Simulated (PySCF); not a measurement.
C3H10AlN: NMR shielding calculation

The run: NMR shielding calculation of C3H10AlN. Method and program: GIAO LDA/pcSseg-1 NMR shielding, non-relativistic, gas phase (PySCF 2.14.0).

The geometry comes from this level: PBE0-D3(BJ)/def2-SVP. Figures and captions count atoms from 1; the log counts them from 0 in places.

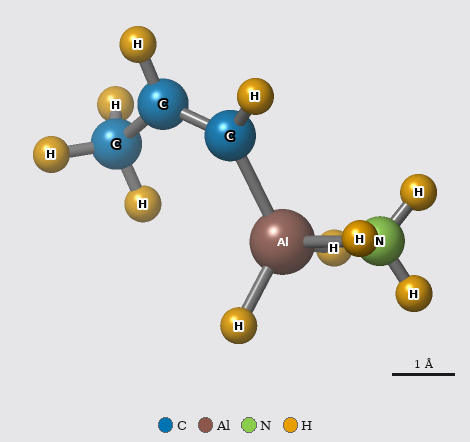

Figure 1. The structure as given in the input (ball-and-stick view, seen at a tilt). Sticks mark near contacts. Bond lengths as drawn: Al–C 1.98 Å, Al–H 1.61 Å, Al–N 2.07 Å, C–C 1.34 to 1.50 Å, C–H 1.10 Å and H–N 1.02 Å.

Input:
```
{"job": {"kind": "nmr", "xc": "LDA", "basis": "pcSseg-1", "pop": false}, "charge": 0, "multiplicity": 1}
C     -2.464721    -0.542053     0.173098
C     -1.701425     0.726273    -0.040156
C     -0.362509     0.827497    -0.101794
Al     0.903312    -0.682557     0.079724
N      2.696788     0.326495    -0.168120
H     -3.142118    -0.749856    -0.672961
H     -1.799464    -1.413711     0.289425
H     -3.098710    -0.482893     1.074271
H     -2.330867     1.623605    -0.150824
H      0.001115     1.856355    -0.266529
H      1.038009    -1.722697    -1.142205
H      1.173545    -1.286129     1.548511
H      2.828086     1.047452     0.542900
H      3.480482    -0.323287    -0.091119
H      2.763142     0.777996    -1.081469
```

The first line tells a small driver script what to run in PySCF; the rest is the geometry in Å.

Launched with:
```bash
OMP_NUM_THREADS=1 python <driver script> task.json out
```

Output:
```
coarse grid: 12144 points
cycle   1  E = -414.6730425706  dE =  5.132e-02  |g| = 6.602e-01  |ddm| = 3.276e+00
cycle   2  E = -414.4765000575  dE =  1.965e-01  |g| = 1.067e+00  |ddm| = 1.753e+00
cycle   3  E = -414.7875223480  dE = -3.110e-01  |g| = 1.536e-01  |ddm| = 1.253e+00
cycle   4  E = -414.7925023276  dE = -4.980e-03  |g| = 8.922e-02  |ddm| = 2.092e-01
cycle   5  E = -414.7946124437  dE = -2.110e-03  |g| = 1.777e-02  |ddm| = 8.885e-02
cycle   6  E = -414.7946953683  dE = -8.292e-05  |g| = 7.217e-03  |ddm| = 2.207e-02
cycle   7  E = -414.7947077510  dE = -1.238e-05  |g| = 6.357e-04  |ddm| = 5.657e-03
cycle   8  E = -414.7947078684  dE = -1.175e-07  |g| = 1.901e-04  |ddm| = 1.122e-03
final grid: 110232 points
cycle   9  E = -414.8348068894  dE = -3.510e-05  |g| = 4.376e-03  |ddm| = 1.968e-02
cycle  10  E = -414.8347989187  dE =  7.971e-06  |g| = 7.523e-03  |ddm| = 8.452e-03
cycle  11  E = -414.8348112221  dE = -1.230e-05  |g| = 3.974e-04  |ddm| = 5.332e-03
cycle  12  E = -414.8348112455  dE = -2.340e-08  |g| = 2.190e-04  |ddm| = 5.214e-04
cycle  13  E = -414.8348112567  dE = -1.124e-08  |g| = 5.338e-05  |ddm| = 2.259e-04
cycle  14  E = -414.8348112573  dE = -5.853e-10  |g| = 3.084e-05  |ddm| = 7.432e-05
```

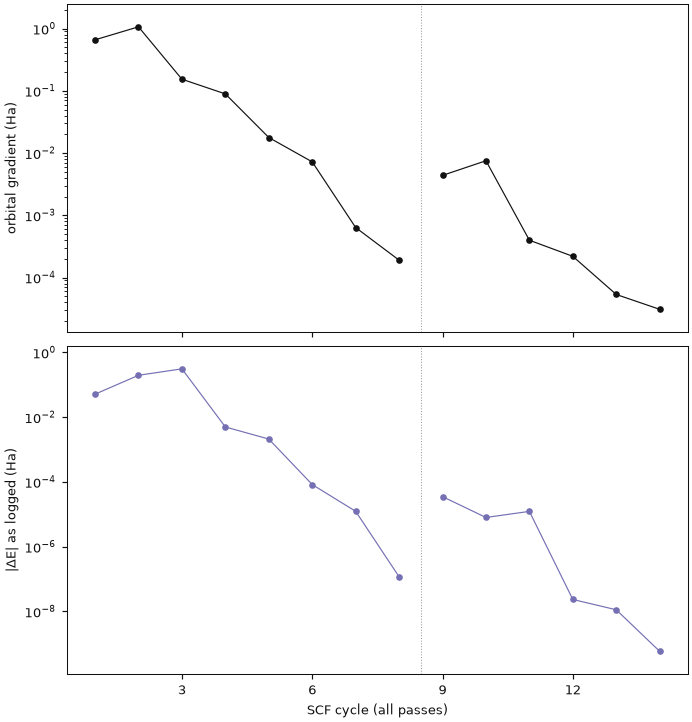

Figure 2. Convergence of the self-consistent field: orbital gradient and size of the energy change against the SCF cycle. The dotted line marks the change from a coarse to the final integration grid. The first 8 cycles use a coarse grid, the final grid takes over at cycle 9, and the field converges after 14 cycles in all.

```
converged SCF energy = -414.8348112573

GIAO shielding tensors (ppm)
atom      isotropic    diamagn.    paramagn.     s11        s22        s33       span
  0 C      152.521     250.827     -98.306    137.500    139.496    180.568     43.068
  1 C       21.428     253.704    -232.276   -104.500     22.103    146.680    251.179
  2 C       33.571     258.530    -224.959    -80.222     38.489    142.445    222.667
  3 Al     389.895     798.484    -408.589    368.835    393.705    407.145     38.310
  4 N      236.332     314.783     -78.451    222.662    239.819    246.515     23.853
  5 H       28.761      28.034       0.727     25.807     26.528     33.947      8.141
  6 H       29.381      31.743      -2.362     26.043     29.746     32.354      6.311
  7 H       28.769      27.991       0.777     25.800     26.561     33.945      8.145
  8 H       24.044      29.862      -5.818     22.116     22.863     27.152      5.036
  9 H       25.227      32.056      -6.830     22.058     25.357     28.265      6.207
 10 H       26.021      29.722      -3.701     22.835     25.521     29.706      6.872
 11 H       26.032      29.706      -3.675     22.845     25.513     29.737      6.892
 12 H       29.170      28.974       0.196     23.526     25.083     38.903     15.377
 13 H       29.109      27.322       1.788     23.104     24.715     39.509     16.404
 14 H       29.175      28.967       0.208     23.540     25.045     38.940     15.401
```

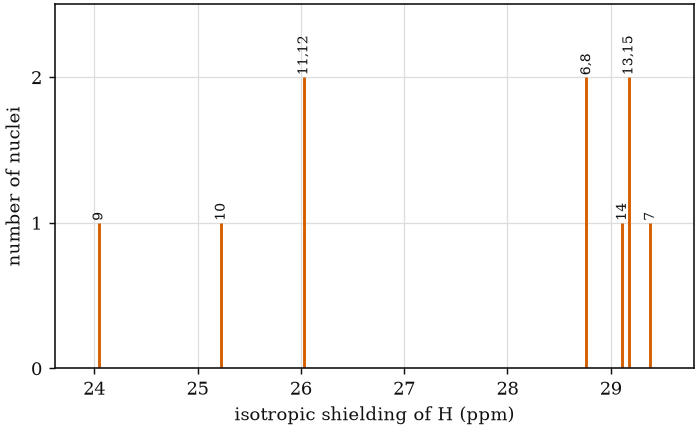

Figure 3. Isotropic shieldings of the hydrogen nuclei in this fixed geometry, labelled by atom number; shielding grows to the right, so chemical shift grows to the left. The least shielded is H9 (24.0 ppm), the most shielded H7 (29.4 ppm).

Key numbers:

```tsv
quantity	value
outcome	converged
total energy	−414.834811 hartree
HOMO	−5.52 eV
LUMO	−1.02 eV
dipole moment	5.11 D
isotropic shielding, C	21.4 to 152.5 ppm
isotropic shielding, Al	389.9 ppm
isotropic shielding, N	236.3 ppm
isotropic shielding, H	24.0 to 29.4 ppm
hardware	1 CPU thread, shared host
wall time	13 s
peak memory	0.76 GiB
```
